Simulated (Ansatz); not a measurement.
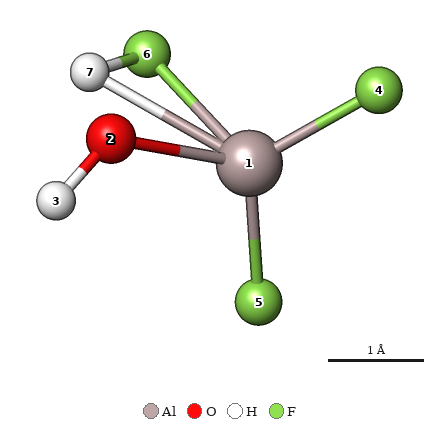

*The structure as given in the input (ball-and-stick view, seen at a tilt; atoms are numbered from 1 in the order of the input). Sticks mark near contacts.*

# Molecular dynamics of AlH2OF3 (part 1 of 3)

AlH2OF3, computed with RHF/6-31G* (Ansatz 0.2.0).

It belongs to a series of runs on one base structure; here: dynamics from the highest image of the converged band. Figures and captions count atoms from 1; the log counts them from 0 in places.

Input file
```yaml
crystal:
  periodic: [false, false, false]
  atoms:
    - { symbol: Al, position_ang: [-0.001155, 0.196801, 0.068648] }
    - { symbol: O, position_ang: [-0.08107, 0.017953, 1.841357] }
    - { symbol: H, position_ang: [-0.742479, -0.42559, 2.352825] }
    - { symbol: F, position_ang: [1.399328, -0.191606, -0.664882] }
    - { symbol: F, position_ang: [-1.412186, -0.029388, -0.719177] }
    - { symbol: F, position_ang: [0.09947, 1.930749, 0.740389] }
    - { symbol: H, position_ang: [-0.022909, 1.359579, 1.621642] }
basis:
  gaussian: { orbitals: "6-31G*" }
hamiltonian:
  xc: hf
md:
  timestep: 0.5
  n_steps: 200
  ensemble: nve
  temperature: 100.0
  initial_velocities: maxwell_boltzmann
  seed: 8859
```

Command:
```bash
ansatz run input.yaml --threads 1 --pin off --max-ram 2048MiB --backend cpu --events-out ev --progress --plain --runs-dir out
```

Log
```
Engine: ansatz 0.2.0, aarch64-unknown-linux-gnu
Functional definition: HF
  exchange = exact_x
  correlation = 0
771 factors; integrals over basis functions are off by at most 7.7e-4 eV
mean field evaluation 1: about -16771.1788 eV, gradient 4.8e1 eV
mean field evaluation 2: about -16771.2213 eV, gradient 4.8e1 eV
mean field evaluation 4: about -16774.8756 eV, gradient 2.0e0 eV
mean field evaluation 8: about -16774.8905 eV, gradient 1.9e-1 eV
mean field -16774.89059836 eV, -616.4658590605 hartree, gradient 1.3e-5 eV, S^2 0.000000; 0 other end points of the search recorded, 0 dependent functions left out
the calculation of the forces begins
reference -16774.89059836 eV, -616.4658590605 hartree; 25, 25 occupied and 58, 58 virtual orbitals, 771 factors
md step     0: t =     0.00 fs  T =   100.0 K  F+E_penalty+E_count = -16774.89059836 eV  E_kin = 0.064630 eV  conserved = -16774.82596836 eV  (32 SCF iters)
these checks for a lower state are left out or cut short: starts, cluster_reference, orbital_swaps, neighbouring_geometries, increment
771 factors; integrals over basis functions are off by at most 7.7e-4 eV
mean field evaluation 16: about -16774.8899 eV, gradient 7.1e-4 eV
mean field -16774.88991713 eV, -616.4658340259 hartree, gradient 1.8e-5 eV, S^2 0.000000; 0 other end points of the search recorded, 0 dependent functions left out
the calculation of the forces begins
reference -16774.88991713 eV, -616.4658340259 hartree; 25, 25 occupied and 58, 58 virtual orbitals, 771 factors
md step     1: t =     0.50 fs  T =    99.0 K  F+E_penalty+E_count = -16774.88991713 eV  E_kin = 0.063955 eV  conserved = -16774.82596254 eV  (25 SCF iters)
[... from here on the SCF iterations and repeated set-up lines of each step are left out, up to the last step ...]
md step     2: t =     1.00 fs  T =    95.9 K  F+E_penalty+E_count = -16774.88793244 eV  E_kin = 0.061990 eV  conserved = -16774.82594244 eV  (25 SCF iters)
md step     3: t =     1.50 fs  T =    91.4 K  F+E_penalty+E_count = -16774.88496410 eV  E_kin = 0.059051 eV  conserved = -16774.82591302 eV  (25 SCF iters)
md step     4: t =     2.00 fs  T =    86.0 K  F+E_penalty+E_count = -16774.88147731 eV  E_kin = 0.055596 eV  conserved = -16774.82588155 eV  (25 SCF iters)
md step     5: t =     2.50 fs  T =    80.6 K  F+E_penalty+E_count = -16774.87796866 eV  E_kin = 0.052114 eV  conserved = -16774.82585507 eV  (25 SCF iters)
md step     6: t =     3.00 fs  T =    75.8 K  F+E_penalty+E_count = -16774.87485748 eV  E_kin = 0.049020 eV  conserved = -16774.82583796 eV  (24 SCF iters)
md step     7: t =     3.50 fs  T =    72.1 K  F+E_penalty+E_count = -16774.87241634 eV  E_kin = 0.046585 eV  conserved = -16774.82583139 eV  (25 SCF iters)
md step     8: t =     4.00 fs  T =    69.5 K  F+E_penalty+E_count = -16774.87075148 eV  E_kin = 0.044917 eV  conserved = -16774.82583424 eV  (24 SCF iters)
md step     9: t =     4.50 fs  T =    68.0 K  F+E_penalty+E_count = -16774.86982010 eV  E_kin = 0.043976 eV  conserved = -16774.82584429 eV  (24 SCF iters)
md step    10: t =     5.00 fs  T =    67.5 K  F+E_penalty+E_count = -16774.86946435 eV  E_kin = 0.043605 eV  conserved = -16774.82585935 eV  (25 SCF iters)
md step    11: t =     5.50 fs  T =    67.4 K  F+E_penalty+E_count = -16774.86944530 eV  E_kin = 0.043568 eV  conserved = -16774.82587745 eV  (24 SCF iters)
md step    12: t =     6.00 fs  T =    67.4 K  F+E_penalty+E_count = -16774.86947470 eV  E_kin = 0.043578 eV  conserved = -16774.82589634 eV  (25 SCF iters)
md step    13: t =     6.50 fs  T =    67.1 K  F+E_penalty+E_count = -16774.86925110 eV  E_kin = 0.043338 eV  conserved = -16774.82591303 eV  (24 SCF iters)
md step    14: t =     7.00 fs  T =    65.9 K  F+E_penalty+E_count = -16774.86850768 eV  E_kin = 0.042584 eV  conserved = -16774.82592386 eV  (25 SCF iters)
md step    15: t =     7.50 fs  T =    63.7 K  F+E_penalty+E_count = -16774.86707098 eV  E_kin = 0.041146 eV  conserved = -16774.82592521 eV  (25 SCF iters)
md step    16: t =     8.00 fs  T =    60.3 K  F+E_penalty+E_count = -16774.86491806 eV  E_kin = 0.039003 eV  conserved = -16774.82591486 eV  (25 SCF iters)
md step    17: t =     8.50 fs  T =    56.2 K  F+E_penalty+E_count = -16774.86221099 eV  E_kin = 0.036318 eV  conserved = -16774.82589328 eV  (25 SCF iters)
md step    18: t =     9.00 fs  T =    51.7 K  F+E_penalty+E_count = -16774.85928860 eV  E_kin = 0.033424 eV  conserved = -16774.82586433 eV  (25 SCF iters)
md step    19: t =     9.50 fs  T =    47.6 K  F+E_penalty+E_count = -16774.85660658 eV  E_kin = 0.030772 eV  conserved = -16774.82583423 eV  (23 SCF iters)
md step    20: t =    10.00 fs  T =    44.6 K  F+E_penalty+E_count = -16774.85463943 eV  E_kin = 0.028830 eV  conserved = -16774.82580966 eV  (25 SCF iters)
md step    21: t =    10.50 fs  T =    43.3 K  F+E_penalty+E_count = -16774.85377472 eV  E_kin = 0.027979 eV  conserved = -16774.82579572 eV  (24 SCF iters)
md step    22: t =    11.00 fs  T =    44.0 K  F+E_penalty+E_count = -16774.85423312 eV  E_kin = 0.028439 eV  conserved = -16774.82579433 eV  (25 SCF iters)
md step    23: t =    11.50 fs  T =    46.8 K  F+E_penalty+E_count = -16774.85603590 eV  E_kin = 0.030231 eV  conserved = -16774.82580536 eV  (25 SCF iters)
md step    24: t =    12.00 fs  T =    51.3 K  F+E_penalty+E_count = -16774.85901251 eV  E_kin = 0.033186 eV  conserved = -16774.82582687 eV  (24 SCF iters)
md step    25: t =    12.50 fs  T =    57.2 K  F+E_penalty+E_count = -16774.86283154 eV  E_kin = 0.036974 eV  conserved = -16774.82585715 eV  (33 SCF iters)
md step    26: t =    13.00 fs  T =    63.7 K  F+E_penalty+E_count = -16774.86703242 eV  E_kin = 0.041138 eV  conserved = -16774.82589462 eV  (25 SCF iters)
md step    27: t =    13.50 fs  T =    69.8 K  F+E_penalty+E_count = -16774.87105770 eV  E_kin = 0.045121 eV  conserved = -16774.82593660 eV  (25 SCF iters)
md step    28: t =    14.00 fs  T =    74.8 K  F+E_penalty+E_count = -16774.87430398 eV  E_kin = 0.048327 eV  conserved = -16774.82597676 eV  (25 SCF iters)
md step    29: t =    14.50 fs  T =    77.7 K  F+E_penalty+E_count = -16774.87622105 eV  E_kin = 0.050216 eV  conserved = -16774.82600494 eV  (25 SCF iters)
md step    30: t =    15.00 fs  T =    78.1 K  F+E_penalty+E_count = -16774.87646891 eV  E_kin = 0.050460 eV  conserved = -16774.82600845 eV  (25 SCF iters)
md step    31: t =    15.50 fs  T =    76.0 K  F+E_penalty+E_count = -16774.87510428 eV  E_kin = 0.049127 eV  conserved = -16774.82597754 eV  (24 SCF iters)
md step    32: t =    16.00 fs  T =    72.4 K  F+E_penalty+E_count = -16774.87271259 eV  E_kin = 0.046799 eV  conserved = -16774.82591328 eV  (24 SCF iters)
md step    33: t =    16.50 fs  T =    68.9 K  F+E_penalty+E_count = -16774.87037027 eV  E_kin = 0.044537 eV  conserved = -16774.82583325 eV  (25 SCF iters)
md step    34: t =    17.00 fs  T =    67.4 K  F+E_penalty+E_count = -16774.86935965 eV  E_kin = 0.043591 eV  conserved = -16774.82576901 eV  (24 SCF iters)
md step    35: t =    17.50 fs  T =    69.5 K  F+E_penalty+E_count = -16774.87068477 eV  E_kin = 0.044932 eV  conserved = -16774.82575245 eV  (25 SCF iters)
md step    36: t =    18.00 fs  T =    75.5 K  F+E_penalty+E_count = -16774.87459396 eV  E_kin = 0.048796 eV  conserved = -16774.82579777 eV  (25 SCF iters)
md step    37: t =    18.50 fs  T =    84.3 K  F+E_penalty+E_count = -16774.88037604 eV  E_kin = 0.054485 eV  conserved = -16774.82589108 eV  (24 SCF iters)
md step    38: t =    19.00 fs  T =    93.7 K  F+E_penalty+E_count = -16774.88657883 eV  E_kin = 0.060582 eV  conserved = -16774.82599640 eV  (24 SCF iters)
md step    39: t =    19.50 fs  T =   101.3 K  F+E_penalty+E_count = -16774.89156023 eV  E_kin = 0.065486 eV  conserved = -16774.82607379 eV  (23 SCF iters)
md step    40: t =    20.00 fs  T =   105.2 K  F+E_penalty+E_count = -16774.89410274 eV  E_kin = 0.068005 eV  conserved = -16774.82609734 eV  (24 SCF iters)
md step    41: t =    20.50 fs  T =   104.8 K  F+E_penalty+E_count = -16774.89382116 eV  E_kin = 0.067758 eV  conserved = -16774.82606310 eV  (24 SCF iters)
md step    42: t =    21.00 fs  T =   101.0 K  F+E_penalty+E_count = -16774.89123595 eV  E_kin = 0.065250 eV  conserved = -16774.82598592 eV  (24 SCF iters)
md step    43: t =    21.50 fs  T =    95.4 K  F+E_penalty+E_count = -16774.88754956 eV  E_kin = 0.061659 eV  conserved = -16774.82589098 eV  (24 SCF iters)
md step    44: t =    22.00 fs  T =    90.4 K  F+E_penalty+E_count = -16774.88425342 eV  E_kin = 0.058448 eV  conserved = -16774.82580498 eV  (25 SCF iters)
md step    45: t =    22.50 fs  T =    88.1 K  F+E_penalty+E_count = -16774.88270328 eV  E_kin = 0.056953 eV  conserved = -16774.82575030 eV  (25 SCF iters)
md step    46: t =    23.00 fs  T =    89.8 K  F+E_penalty+E_count = -16774.88376207 eV  E_kin = 0.058021 eV  conserved = -16774.82574131 eV  (25 SCF iters)
md step    47: t =    23.50 fs  T =    95.6 K  F+E_penalty+E_count = -16774.88756774 eV  E_kin = 0.061784 eV  conserved = -16774.82578376 eV  (24 SCF iters)
md step    48: t =    24.00 fs  T =   104.6 K  F+E_penalty+E_count = -16774.89345233 eV  E_kin = 0.067580 eV  conserved = -16774.82587263 eV  (25 SCF iters)
md step    49: t =    24.50 fs  T =   114.6 K  F+E_penalty+E_count = -16774.90003961 eV  E_kin = 0.074050 eV  conserved = -16774.82598979 eV  (25 SCF iters)
md step    50: t =    25.00 fs  T =   122.9 K  F+E_penalty+E_count = -16774.90555430 eV  E_kin = 0.079452 eV  conserved = -16774.82610196 eV  (24 SCF iters)
md step    51: t =    25.50 fs  T =   127.2 K  F+E_penalty+E_count = -16774.90836087 eV  E_kin = 0.082197 eV  conserved = -16774.82616382 eV  (32 SCF iters)
md step    52: t =    26.00 fs  T =   126.1 K  F+E_penalty+E_count = -16774.90766191 eV  E_kin = 0.081528 eV  conserved = -16774.82613367 eV  (33 SCF iters)
md step    53: t =    26.50 fs  T =   120.8 K  F+E_penalty+E_count = -16774.90410200 eV  E_kin = 0.078100 eV  conserved = -16774.82600235 eV  (24 SCF iters)
md step    54: t =    27.00 fs  T =   114.5 K  F+E_penalty+E_count = -16774.89984562 eV  E_kin = 0.074027 eV  conserved = -16774.82581865 eV  (25 SCF iters)
md step    55: t =    27.50 fs  T =   111.6 K  F+E_penalty+E_count = -16774.89778270 eV  E_kin = 0.072102 eV  conserved = -16774.82568020 eV  (23 SCF iters)
md step    56: t =    28.00 fs  T =   115.1 K  F+E_penalty+E_count = -16774.90004521 eV  E_kin = 0.074371 eV  conserved = -16774.82567469 eV  (25 SCF iters)
md step    57: t =    28.50 fs  T =   125.2 K  F+E_penalty+E_count = -16774.90671009 eV  E_kin = 0.080897 eV  conserved = -16774.82581278 eV  (25 SCF iters)
md step    58: t =    29.00 fs  T =   138.7 K  F+E_penalty+E_count = -16774.91565799 eV  E_kin = 0.089642 eV  conserved = -16774.82601581 eV  (25 SCF iters)
md step    59: t =    29.50 fs  T =   151.0 K  F+E_penalty+E_count = -16774.92374925 eV  E_kin = 0.097575 eV  conserved = -16774.82617441 eV  (25 SCF iters)
md step    60: t =    30.00 fs  T =   158.2 K  F+E_penalty+E_count = -16774.92847863 eV  E_kin = 0.102260 eV  conserved = -16774.82621890 eV  (25 SCF iters)
md step    61: t =    30.50 fs  T =   159.2 K  F+E_penalty+E_count = -16774.92906843 eV  E_kin = 0.102922 eV  conserved = -16774.82614663 eV  (25 SCF iters)
md step    62: t =    31.00 fs  T =   155.6 K  F+E_penalty+E_count = -16774.92656019 eV  E_kin = 0.100557 eV  conserved = -16774.82600293 eV  (24 SCF iters)
md step    63: t =    31.50 fs  T =   150.5 K  F+E_penalty+E_count = -16774.92314675 eV  E_kin = 0.097299 eV  conserved = -16774.82584802 eV  (25 SCF iters)
md step    64: t =    32.00 fs  T =   147.8 K  F+E_penalty+E_count = -16774.92123400 eV  E_kin = 0.095500 eV  conserved = -16774.82573399 eV  (25 SCF iters)
md step    65: t =    32.50 fs  T =   149.9 K  F+E_penalty+E_count = -16774.92260280 eV  E_kin = 0.096907 eV  conserved = -16774.82569594 eV  (25 SCF iters)
md step    66: t =    33.00 fs  T =   158.0 K  F+E_penalty+E_count = -16774.92783939 eV  E_kin = 0.102090 eV  conserved = -16774.82574904 eV  (24 SCF iters)
md step    67: t =    33.50 fs  T =   170.5 K  F+E_penalty+E_count = -16774.93609684 eV  E_kin = 0.110211 eV  conserved = -16774.82588542 eV  (25 SCF iters)
md step    68: t =    34.00 fs  T =   184.4 K  F+E_penalty+E_count = -16774.94524532 eV  E_kin = 0.119177 eV  conserved = -16774.82606838 eV  (24 SCF iters)
md step    69: t =    34.50 fs  T =   195.4 K  F+E_penalty+E_count = -16774.95248991 eV  E_kin = 0.126260 eV  conserved = -16774.82623010 eV  (25 SCF iters)
md step    70: t =    35.00 fs  T =   199.9 K  F+E_penalty+E_count = -16774.95545425 eV  E_kin = 0.129167 eV  conserved = -16774.82628694 eV  (32 SCF iters)
md step    71: t =    35.50 fs  T =   196.9 K  F+E_penalty+E_count = -16774.95345408 eV  E_kin = 0.127272 eV  conserved = -16774.82618243 eV  (32 SCF iters)
md step    72: t =    36.00 fs  T =   189.3 K  F+E_penalty+E_count = -16774.94828687 eV  E_kin = 0.122343 eV  conserved = -16774.82594419 eV  (25 SCF iters)
md step    73: t =    36.50 fs  T =   182.6 K  F+E_penalty+E_count = -16774.94371899 eV  E_kin = 0.118017 eV  conserved = -16774.82570191 eV  (25 SCF iters)
md step    74: t =    37.00 fs  T =   182.4 K  F+E_penalty+E_count = -16774.94348225 eV  E_kin = 0.117866 eV  conserved = -16774.82561587 eV  (23 SCF iters)
md step    75: t =    37.50 fs  T =   190.5 K  F+E_penalty+E_count = -16774.94888660 eV  E_kin = 0.123136 eV  conserved = -16774.82575074 eV  (25 SCF iters)
md step    76: t =    38.00 fs  T =   204.0 K  F+E_penalty+E_count = -16774.95787514 eV  E_kin = 0.131858 eV  conserved = -16774.82601756 eV  (25 SCF iters)
md step    77: t =    38.50 fs  T =   216.8 K  F+E_penalty+E_count = -16774.96634377 eV  E_kin = 0.140095 eV  conserved = -16774.82624887 eV  (25 SCF iters)
md step    78: t =    39.00 fs  T =   223.3 K  F+E_penalty+E_count = -16774.97065450 eV  E_kin = 0.144330 eV  conserved = -16774.82632405 eV  (25 SCF iters)
md step    79: t =    39.50 fs  T =   221.7 K  F+E_penalty+E_count = -16774.96951230 eV  E_kin = 0.143283 eV  conserved = -16774.82622920 eV  (33 SCF iters)
md step    80: t =    40.00 fs  T =   213.9 K  F+E_penalty+E_count = -16774.96426068 eV  E_kin = 0.138229 eV  conserved = -16774.82603182 eV  (24 SCF iters)
md step    81: t =    40.50 fs  T =   204.4 K  F+E_penalty+E_count = -16774.95789720 eV  E_kin = 0.132072 eV  conserved = -16774.82582512 eV  (25 SCF iters)
md step    82: t =    41.00 fs  T =   198.0 K  F+E_penalty+E_count = -16774.95362427 eV  E_kin = 0.127936 eV  conserved = -16774.82568817 eV  (25 SCF iters)
md step    83: t =    41.50 fs  T =   197.9 K  F+E_penalty+E_count = -16774.95357927 eV  E_kin = 0.127911 eV  conserved = -16774.82566877 eV  (24 SCF iters)
md step    84: t =    42.00 fs  T =   204.7 K  F+E_penalty+E_count = -16774.95805636 eV  E_kin = 0.132279 eV  conserved = -16774.82577777 eV  (25 SCF iters)
md step    85: t =    42.50 fs  T =   215.6 K  F+E_penalty+E_count = -16774.96534263 eV  E_kin = 0.139358 eV  conserved = -16774.82598419 eV  (25 SCF iters)
md step    86: t =    43.00 fs  T =   226.0 K  F+E_penalty+E_count = -16774.97224484 eV  E_kin = 0.146033 eV  conserved = -16774.82621221 eV  (25 SCF iters)
md step    87: t =    43.50 fs  T =   230.5 K  F+E_penalty+E_count = -16774.97532186 eV  E_kin = 0.148969 eV  conserved = -16774.82635256 eV  (32 SCF iters)
md step    88: t =    44.00 fs  T =   226.3 K  F+E_penalty+E_count = -16774.97258791 eV  E_kin = 0.146281 eV  conserved = -16774.82630680 eV  (32 SCF iters)
md step    89: t =    44.50 fs  T =   214.9 K  F+E_penalty+E_count = -16774.96496134 eV  E_kin = 0.138899 eV  conserved = -16774.82606266 eV  (32 SCF iters)
md step    90: t =    45.00 fs  T =   202.1 K  F+E_penalty+E_count = -16774.95633256 eV  E_kin = 0.130585 eV  conserved = -16774.82574753 eV  (25 SCF iters)
md step    91: t =    45.50 fs  T =   194.9 K  F+E_penalty+E_count = -16774.95155486 eV  E_kin = 0.125981 eV  conserved = -16774.82557338 eV  (24 SCF iters)
```
